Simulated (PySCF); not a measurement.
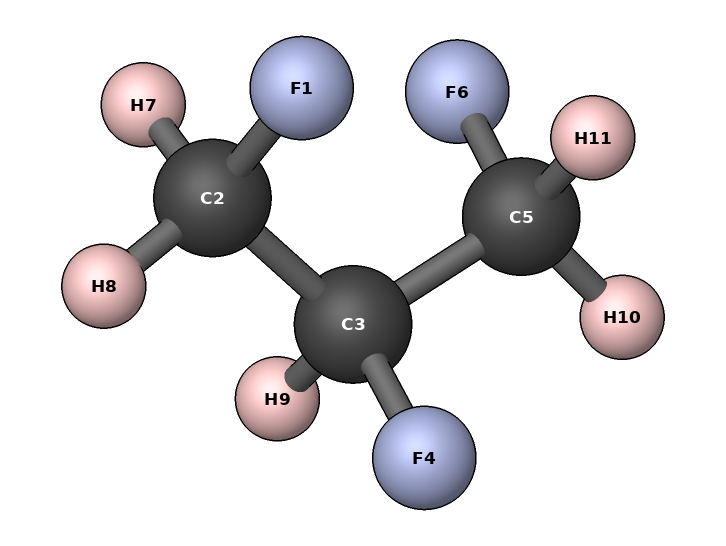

The questions are on isotropic NMR shieldings of the H atoms. The computed structure is the end point of a PBE0-D3(BJ)/def2-SVP optimisation. No frequency run is at hand to confirm it as a minimum. Method: GIAO KT2/pcSseg-2 NMR shielding, non-relativistic, gas phase (PySCF 2.14.0).

Give the isotropic NMR shieldings of the H atoms atom by atom.

```
atom  σ (ppm)
  H7    26.45
  H8    26.46
  H9    26.68
 H10    26.79
 H11    26.41
```
